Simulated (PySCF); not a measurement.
# C2H10OSi, SMILES `[SiH4].CCO`: electronic structure

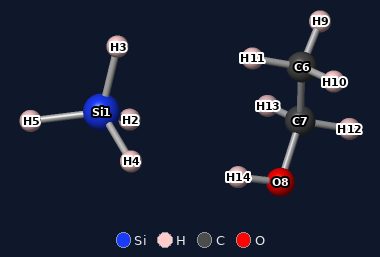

The molecule, with its atoms numbered as below. The pair's geometry is semi-empirical, so its contact may be too short or too long.

Cartesian coordinates (Å):

```
Si1     -2.3241    0.0489   -0.0297
H2      -1.5519   -0.4291   -1.1749
H3      -2.1207    1.4886    0.1218
H4      -1.8532   -0.6243    1.1828
H5      -3.7399   -0.2342   -0.2328
C6       1.6760    1.1817    0.2223
C7       1.8377   -0.1623   -0.4795
O8       1.3928   -1.2428    0.3053
H9       2.0879    1.9761   -0.3939
H10      2.1975    1.1690    1.1763
H11      0.6217    1.3882    0.4026
H12      2.8936   -0.3641   -0.6755
H13      1.3038   -0.1440   -1.4416
H14      0.4743   -1.0843    0.5515
```

## 1. Bonding charge

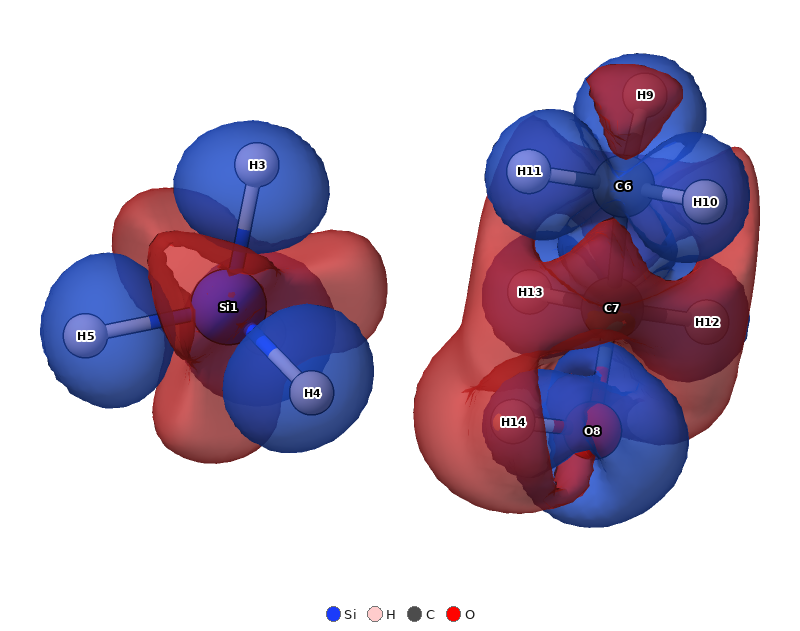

Deformation density (molecule less spherical, spin-averaged free atoms at the same positions), surfaces at ±0.04 e/Å³; blue: gain, red: loss.

Level of theory: TPSS/aug-cc-pVDZ (PySCF), at a geometry from GFN2-xTB.

Q: How much density has each bond gained at its critical point, relative to the free atoms?

A: The five largest and four smallest: O8–H14: +0.82 e/Å³ at the bond critical point (bond length 0.96 Å). C7–H12: +0.71 e/Å³ at the bond critical point (bond length 1.09 Å). C7–H13: +0.69 e/Å³ at the bond critical point (bond length 1.10 Å). C6–H10: +0.65 e/Å³ at the bond critical point (bond length 1.09 Å). C6–H9: +0.64 e/Å³ at the bond critical point (bond length 1.09 Å). Si1–H3: +0.15 e/Å³ at the bond critical point (bond length 1.46 Å). Si1–H2: +0.15 e/Å³ at the bond critical point (bond length 1.46 Å). Si1–H4: +0.15 e/Å³ at the bond critical point (bond length 1.47 Å). C7–O8: +0.06 e/Å³ at the bond critical point (bond length 1.41 Å); up to 0.6 Å beside the axis the gain reaches +0.29 e/Å³. In all, 3.0 electrons gather in the regions of gain relative to the promolecule. A small or negative value marks a very polar bond, one between electron-rich atoms, whose free-atom densities already overlap strongly, a long bond to a heavier atom, or a closed-shell contact such as a hydrogen bond.

Q: Where do the Hirshfeld charges lie?

A: The highest Hirshfeld charge is on Si1 (+0.31 e), the lowest on O8 (−0.22 e).

| atom | charge (e) |
| --- | --- |
| Si1 | +0.31 |
| H2 | −0.07 |
| H3 | −0.07 |
| H4 | −0.07 |
| H5 | −0.07 |
| C6 | −0.11 |
| C7 | +0.01 |
| O8 | −0.22 |
| H9 | +0.04 |
| H10 | +0.04 |
| H11 | +0.03 |
| H12 | +0.04 |
| H13 | +0.02 |
| H14 | +0.13 |

## 2. Local ionisation energy

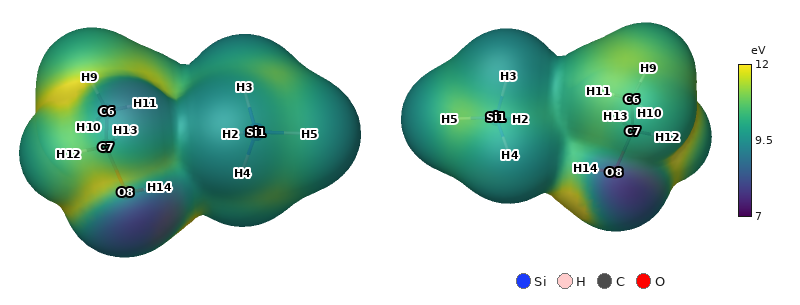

Average local ionisation energy on the surface of electron density 0.001 a.u. (back view left, front view right).

Q: Where are the most loosely bound electrons on this surface?

A: The lowest value is 7.6 eV, off the O8–H14 bond (1.9 to 2.1 Å from its atoms). Further minima include 7.8 eV, 1.9 Å from O8; 8.9 eV, 1.4 Å from H13; 9.4 eV, 1.5 Å from H3. For comparison, the highest occupied orbital lies at −6.2 eV.

## 3. Binding density

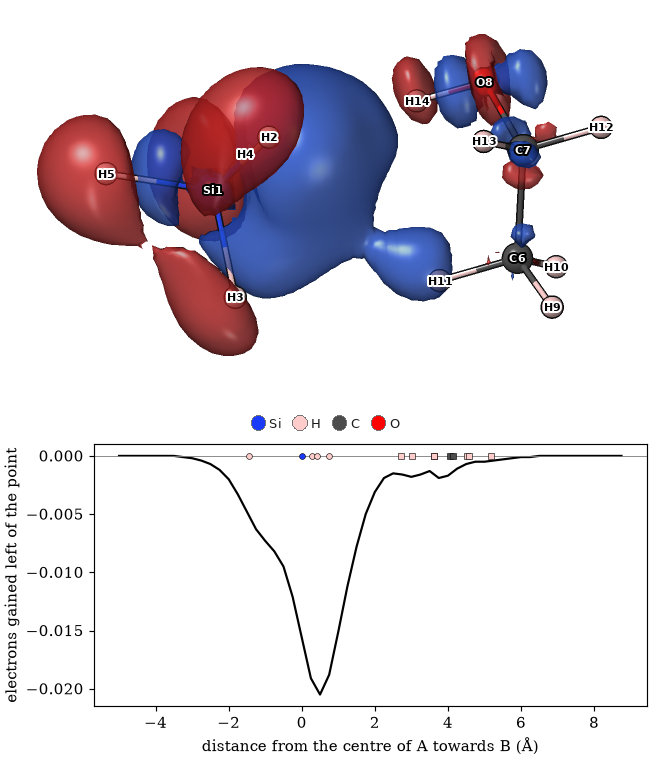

Density of the complex less the densities of the two fragments at the same geometry, ±0.0008 e/Å³ (blue: gain, red: loss). Fragment A: SiH4 (atoms 1–5); fragment B: H6C2O. Below: the charge-displacement curve along the line of centres (A on the left).

Q: Which way does charge flow?

A: Hirshfeld charges show 0.005 e passing from A to B. 0.03 e is displaced in all, which induces a dipole of 0.24 D.

Q: What is the interaction energy, and which contacts carry it?

A: The counterpoise-corrected interaction energy of the frozen fragments is +0.4 kcal/mol without dispersion correction and −1.4 kcal/mol with D3(BJ). The pair geometry is semi-empirical, not a minimum at this level. Contacts: H4···H14, H···H contact, 2.46 Å, ρ = 0.005 a.u.; H3···H11, H···H contact, 2.76 Å, ρ = 0.003 a.u.; H2···H13, H···H contact, 2.88 Å, ρ = 0.002 a.u., a bond path close to vanishing (ellipticity 2.5). The pose is a local one from a semi-empirical search, not shown to be the most stable.

## 4. Excited states

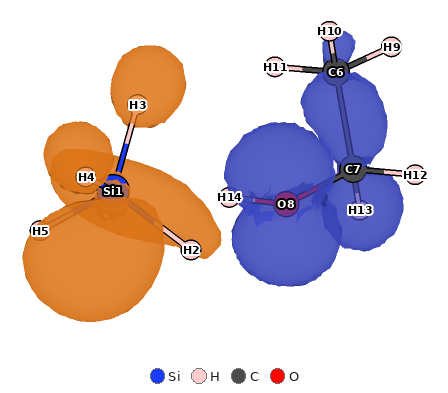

Unrelaxed difference density of S₃ less the ground state (TDA singlet states), ±0.03 e/Å³; orange: gain, blue: loss.

Computed with PySCF, PBE0/def2-SVP, geometry: GFN2-xTB. Without diffuse functions Rydberg states are missing, so the states' numbers hold for this basis only.

Q: How does the charge move on excitation?

A: 0.98 e is displaced in all, of which about 1.0 e passes between atoms: O8 (0.65 e) and C7 (0.11 e) lose electrons and Si1 (0.53 e) and H3 (0.12 e) gain them. The state: 7.89 eV (157 nm), f = 0.002, charge transfer, whose energy this functional puts too low; the leading pair carries 100 %; hole on O8 (65 %), C7 (12 %) and H13 (8 %), electron on Si1 (53 %), H3 and H4 (12 % each) and H2 (9 %); their centroids lie 3.7 Å apart; S₂ lies within 0.1 eV of it.
